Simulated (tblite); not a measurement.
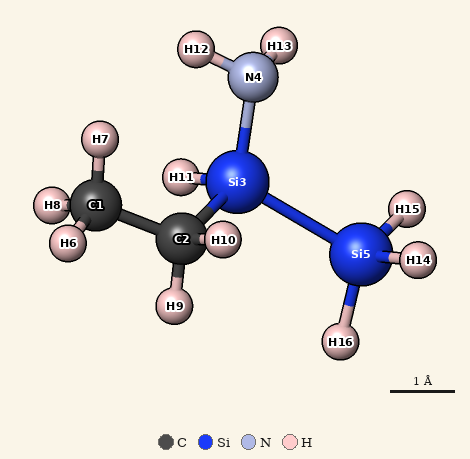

**Figure 1.** The input geometry (ball-and-stick view, seen at a tilt; atoms are numbered from 1 in the order of the input). Bond lengths as drawn: C–C 1.51 Å, C–H 1.09 to 1.11 Å, C–Si 1.86 Å, H–N 1.00 to 1.02 Å, H–Si 1.48 to 1.50 Å, N–Si 1.72 Å and Si–Si 2.32 Å.

**C2H11NSi2: geometry relaxation**

C2H11NSi2, computed with GFN2-xTB geometry optimisation, gas phase (tblite 0.8.0).

It belongs to a series of runs on one base structure; here: constitutional isomer.

### What the program printed
```
step      E/eV     max force
  0    -442.39067    1.238
  1    -442.44477    0.475
  2    -442.46526    0.370
  3    -442.48616    0.397
  4    -442.50671    0.558
  5    -442.52874    0.499
  6    -442.54853    0.324
  7    -442.56070    0.245
  8    -442.56684    0.150
  9    -442.57049    0.155
 10    -442.57334    0.135
 11    -442.57622    0.180
 12    -442.57912    0.154
 13    -442.58166    0.148
 14    -442.58359    0.128
 15    -442.58505    0.101
 16    -442.58616    0.092
 17    -442.58707    0.085
 18    -442.58802    0.094
 19    -442.58913    0.104
 20    -442.59029    0.100
 21    -442.59127    0.087
 22    -442.59208    0.070
 23    -442.59287    0.066
 24    -442.59373    0.076
 25    -442.59456    0.082
 26    -442.59528    0.085
 27    -442.59596    0.085
 28    -442.59672    0.081
 29    -442.59745    0.070
 30    -442.59804    0.059
 31    -442.59850    0.047
 32    -442.59895    0.053
 33    -442.59939    0.044
 34    -442.59974    0.039
 35    -442.59997    0.034
 36    -442.60017    0.031
 37    -442.60043    0.043
 38    -442.60079    0.056
 39    -442.60118    0.048
 40    -442.60146    0.039
 41    -442.60164    0.037
 42    -442.60182    0.035
 43    -442.60209    0.055
 44    -442.60242    0.070
 45    -442.60271    0.055
 46    -442.60289    0.025
 47    -442.60300    0.019
 48    -442.60308    0.022
 49    -442.60317    0.025
 50    -442.60324    0.018
 51    -442.60331    0.022
 52    -442.60340    0.024
 53    -442.60349    0.034
 54    -442.60358    0.028
 55    -442.60362    0.012
 56    -442.60364    0.009
```

### Trajectory as extended XYZ (Å, eV, eV/Å), 7 of the 57 frames kept, from step=0 to step=56
```
16
Properties=species:S:1:pos:R:3:forces:R:3 step=0 energy=-442.39067
C    -1.9377   -1.2068    0.5268   -0.7070   0.1970   0.1000
C    -0.4782   -0.8581    0.7096    0.1100  -0.6870   1.0240
Si    0.2669    0.3180   -0.5290    0.9660  -0.1400  -0.7390
N    -0.5802    1.8189   -0.5152   -0.7150  -0.0920   0.0270
Si    2.5463    0.5124   -0.1144   -0.1710   0.2310  -0.1510
H    -2.2755   -1.9157    1.2921    0.0690   0.1310  -0.1470
H    -2.5782   -0.3103    0.6047    0.3120  -0.3380  -0.0150
H    -2.1208   -1.6554   -0.4475    0.0540  -0.0040  -0.0200
H     0.1048   -1.8001    0.6928   -0.2020   0.3910   0.0130
H    -0.3447   -0.4461    1.7288   -0.0350  -0.1600  -0.3770
H     0.0321   -0.2016   -1.9020    0.0670  -0.3250   0.0160
H    -1.5640    1.6567   -0.7330    0.1710   0.3510   0.2460
H    -0.2273    2.4264   -1.2271    0.0850   0.5530  -0.1350
H     2.7969    1.0210    1.2526    0.1160  -0.1040  -0.2860
H     3.1542    1.4641   -1.0989   -0.0770  -0.3810   0.4060
H     3.1978   -0.8143   -0.2520   -0.0430   0.3770   0.0390
16
Properties=species:S:1:pos:R:3:forces:R:3 step=9 energy=-442.57049
C    -1.9523   -1.2082    0.5291   -0.0360  -0.0090  -0.0190
C    -0.4808   -0.8770    0.7256   -0.0410   0.0010  -0.0500
Si    0.2611    0.2688   -0.6117    0.1310   0.0070  -0.0060
N    -0.5840    1.7799   -0.5907   -0.0050  -0.0090   0.0770
Si    2.4981    0.5413   -0.1224    0.1520   0.0220  -0.0230
H    -2.3027   -1.9147    1.2810    0.0050   0.0000   0.0060
H    -2.5595   -0.3095    0.6061   -0.0230   0.0190  -0.0200
H    -2.1141   -1.6512   -0.4513   -0.0310   0.0080  -0.0110
H     0.0890   -1.8081    0.7212    0.0190  -0.0220  -0.0190
H    -0.3461   -0.4506    1.7212    0.0140   0.0790  -0.0360
H     0.0677   -0.3770   -1.9348   -0.0150  -0.1180   0.0500
H    -1.5888    1.7538   -0.6509   -0.0930   0.0030   0.0570
H    -0.2515    2.5443   -1.1561    0.0850  -0.0310   0.0260
H     2.8453    1.0195    1.2218   -0.0800   0.0220  -0.0420
H     3.1989    1.4345   -1.0531   -0.0470   0.0360   0.0120
H     3.2122   -0.7366   -0.2463   -0.0350  -0.0070  -0.0010
16
Properties=species:S:1:pos:R:3:forces:R:3 step=19 energy=-442.58913
C    -1.9609   -1.2003    0.5147    0.0010  -0.0030   0.0110
C    -0.4885   -0.8743    0.7096    0.0410   0.0250  -0.0230
Si    0.2779    0.2455   -0.6263    0.0080   0.0400   0.0200
N    -0.5692    1.7525   -0.5700    0.0160   0.0140   0.0120
Si    2.5101    0.5539   -0.1457    0.0540  -0.0180   0.0290
H    -2.3019   -1.9017    1.2727   -0.0530  -0.0460   0.0440
H    -2.5671   -0.3022    0.5929   -0.0260   0.0530  -0.0170
H    -2.1347   -1.6474   -0.4612    0.0120   0.0030  -0.0300
H     0.0795   -1.8055    0.7213   -0.0030  -0.0530   0.0400
H    -0.3493   -0.4166    1.6894   -0.0300  -0.0120   0.0430
H     0.0735   -0.4702   -1.9048   -0.0220  -0.0250  -0.0980
H    -1.5772    1.7581   -0.5936    0.0120  -0.0390   0.0250
H    -0.2240    2.5319   -1.1058    0.0320  -0.0040  -0.0030
H     2.8075    1.0446    1.2049   -0.0310   0.0070  -0.0280
H     3.1997    1.4711   -1.0587   -0.0180   0.0020  -0.0150
H     3.2170   -0.7305   -0.2507    0.0080   0.0540  -0.0110
16
Properties=species:S:1:pos:R:3:forces:R:3 step=28 energy=-442.59672
C    -1.9709   -1.1930    0.5083   -0.0070   0.0010  -0.0200
C    -0.4958   -0.8830    0.7142    0.0310   0.0010  -0.0020
Si    0.2923    0.2096   -0.6383   -0.0220   0.0360   0.0690
N    -0.5293    1.7292   -0.5423   -0.0260  -0.0050  -0.0270
Si    2.5183    0.5643   -0.1638   -0.0030  -0.0310   0.0160
H    -2.3344   -1.8871    1.2639   -0.0130  -0.0250   0.0260
H    -2.5682   -0.2877    0.5730   -0.0150   0.0570  -0.0090
H    -2.1357   -1.6390   -0.4688   -0.0180  -0.0330  -0.0500
H     0.0568   -1.8225    0.7582    0.0080  -0.0460  -0.0020
H    -0.3700   -0.4122    1.6899    0.0140   0.0300   0.0110
H     0.0601   -0.4917   -1.9251   -0.0080  -0.0020  -0.0050
H    -1.5377    1.7327   -0.5431    0.0040   0.0120   0.0150
H    -0.1952    2.5124   -1.0807    0.0170  -0.0300   0.0040
H     2.7616    1.0778    1.1894    0.0250  -0.0100  -0.0460
H     3.1805    1.4984   -1.0811   -0.0130  -0.0040   0.0070
H     3.2600   -0.6991   -0.2651    0.0260   0.0510   0.0130
16
Properties=species:S:1:pos:R:3:forces:R:3 step=37 energy=-442.60043
C    -1.9792   -1.1898    0.4994   -0.0140   0.0030  -0.0120
C    -0.5022   -0.8981    0.7199    0.0180   0.0080   0.0050
Si    0.2933    0.1898   -0.6290    0.0070   0.0240   0.0140
N    -0.5190    1.7136   -0.5313    0.0070  -0.0040   0.0020
Si    2.5212    0.5637   -0.1736    0.0040  -0.0040   0.0150
H    -2.3620   -1.8737    1.2552   -0.0120  -0.0050   0.0250
H    -2.5615   -0.2732    0.5492   -0.0220   0.0300   0.0040
H    -2.1422   -1.6402   -0.4765    0.0040  -0.0260  -0.0340
H     0.0384   -1.8439    0.7813    0.0090  -0.0140  -0.0200
H    -0.3781   -0.4124    1.6889   -0.0110  -0.0080   0.0300
H     0.0500   -0.4957   -1.9218    0.0030  -0.0260  -0.0070
H    -1.5271    1.7367   -0.5094    0.0360   0.0140  -0.0110
H    -0.1719    2.4889   -1.0726   -0.0320  -0.0080   0.0080
H     2.7630    1.0965    1.1702    0.0210   0.0030   0.0040
H     3.1539    1.5126   -1.0955   -0.0130   0.0080  -0.0200
H     3.3158   -0.6658   -0.2657   -0.0050   0.0060  -0.0020
16
Properties=species:S:1:pos:R:3:forces:R:3 step=47 energy=-442.60300
C    -1.9905   -1.1849    0.4889   -0.0160  -0.0050   0.0010
C    -0.5123   -0.9085    0.7277   -0.0060  -0.0040   0.0050
Si    0.3016    0.1806   -0.6085   -0.0020   0.0090  -0.0040
N    -0.5023    1.7091   -0.5203   -0.0060  -0.0030   0.0050
Si    2.5305    0.5731   -0.1726   -0.0070   0.0010  -0.0050
H    -2.3938   -1.8513    1.2503    0.0020  -0.0120   0.0150
H    -2.5647   -0.2613    0.5179    0.0060   0.0110  -0.0130
H    -2.1436   -1.6512   -0.4820    0.0010   0.0040  -0.0150
H     0.0203   -1.8603    0.7743   -0.0090  -0.0040   0.0160
H    -0.3958   -0.4406    1.7064    0.0100  -0.0060   0.0050
H     0.0554   -0.5177   -1.8962    0.0160   0.0010   0.0010
H    -1.5095    1.7369   -0.4867    0.0100   0.0070  -0.0060
H    -0.1617    2.4789   -1.0733   -0.0070  -0.0130   0.0070
H     2.7997    1.1176    1.1612    0.0070   0.0120  -0.0020
H     3.1090    1.5271   -1.1254    0.0120   0.0040   0.0040
H     3.3501   -0.6385   -0.2730   -0.0110  -0.0040  -0.0130
16
Properties=species:S:1:pos:R:3:forces:R:3 step=56 energy=-442.60364
C    -1.9948   -1.1837    0.4861   -0.0060  -0.0020   0.0000
C    -0.5161   -0.9141    0.7327   -0.0050  -0.0010  -0.0010
Si    0.3035    0.1780   -0.5986    0.0000   0.0030  -0.0030
N    -0.5009    1.7067   -0.5138   -0.0060  -0.0040  -0.0030
Si    2.5322    0.5800   -0.1740   -0.0010   0.0010  -0.0040
H    -2.4042   -1.8458    1.2483   -0.0060   0.0000   0.0030
H    -2.5648   -0.2573    0.5053    0.0060   0.0050   0.0050
H    -2.1438   -1.6529   -0.4844    0.0060   0.0000  -0.0040
H     0.0094   -1.8698    0.7798    0.0060   0.0060   0.0010
H    -0.3987   -0.4504    1.7135   -0.0080  -0.0010  -0.0020
H     0.0705   -0.5214   -1.8883    0.0000   0.0020   0.0030
H    -1.5080    1.7379   -0.4840    0.0010  -0.0060  -0.0010
H    -0.1587    2.4721   -1.0716    0.0010  -0.0030   0.0070
H     2.8147    1.1315    1.1541    0.0050  -0.0030   0.0010
H     3.1066    1.5330   -1.1305    0.0050   0.0020  -0.0030
H     3.3455   -0.6347   -0.2860    0.0000   0.0020   0.0010
```

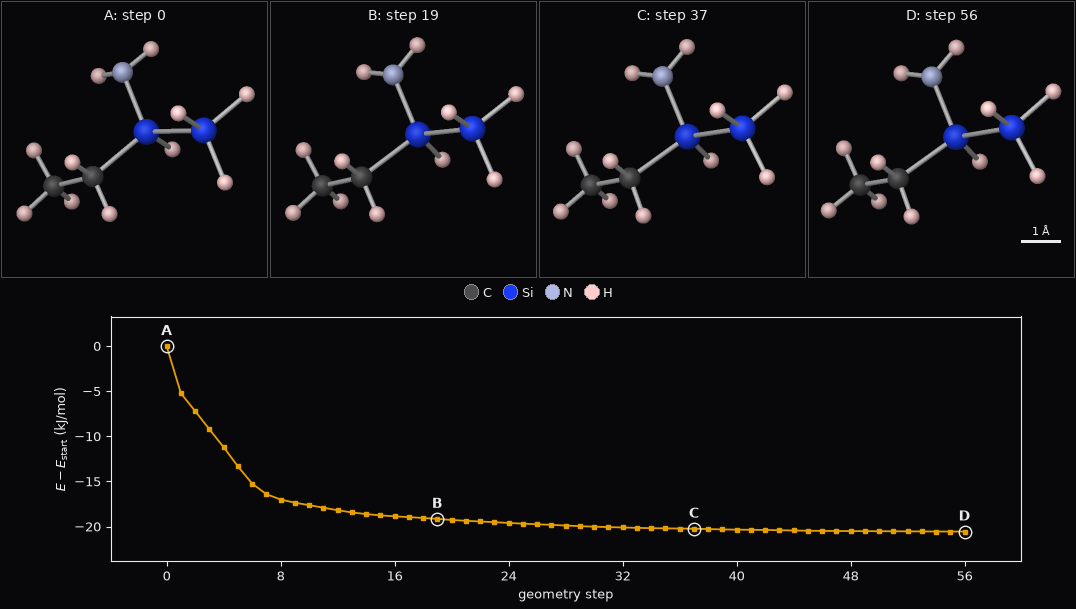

**Figure 2.** Frames of the relaxation (ball-and-stick view, seen at a tilt) above the curves, on which the letters mark them (steps are counted from 0).

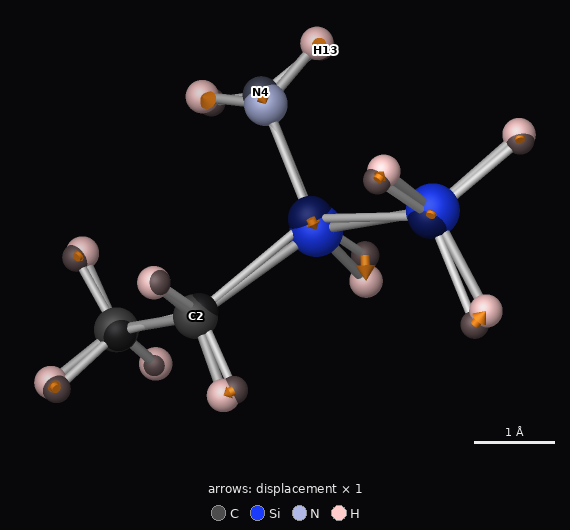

**Figure 3.** Start (faint) and end (solid) with the displacements as orange arrows, at true length (ball-and-stick view, seen at a tilt). The two geometries are laid on each other by the best rigid fit. H11 moves most after the best rigid fit: 0.32 Å. By element the largest moves are H 0.32 Å, Si 0.16 Å, N 0.14 Å, C 0.07 Å. Among the contacts that change: C2–Si3 1.863 → 1.907 Å, Si5–H15 1.498 → 1.467 Å, Si3–Si5 2.325 → 2.304 Å, C2–H10 1.107 → 1.091 Å. Among the angles that change: Si3–N4–H12 109.5° → 119.6°, N4–Si3–H11 103.5° → 112.7°, Si3–N4–H13 110.5° → 119.1°. Over 56 geometry steps the energy falls by 20.5 kJ/mol. Largest force component: 1 eV/Å at the start, 0.008 eV/Å at the end. (Atoms are counted from 1 in the order of the input.)

The run was set up as follows.

### Input
```
{"job": {"kind": "relax", "xc": "GFN2-xTB", "basis": "xTB"}, "charge": 0, "multiplicity": 1}
C     -1.937700    -1.206800     0.526800
C     -0.478200    -0.858100     0.709600
Si     0.266900     0.318000    -0.529000
N     -0.580200     1.818900    -0.515200
Si     2.546300     0.512400    -0.114400
H     -2.275500    -1.915700     1.292100
H     -2.578200    -0.310300     0.604700
H     -2.120800    -1.655400    -0.447500
H      0.104800    -1.800100     0.692800
H     -0.344700    -0.446100     1.728800
H      0.032100    -0.201600    -1.902000
H     -1.564000     1.656700    -0.733000
H     -0.227300     2.426400    -1.227100
H      2.796900     1.021000     1.252600
H      3.154200     1.464100    -1.098900
H      3.197800    -0.814300    -0.252000
```

The first line tells a small driver script what to run in tblite; the rest is the geometry in Å.

Command:
```bash
OMP_NUM_THREADS=1 python <driver script> task.json out
```

### Summary

```tsv
quantity	value
outcome	converged
total energy	−442.6036 eV
hardware	1 CPU thread, shared host
wall time	0.58 s
peak memory	0.18 GiB
```
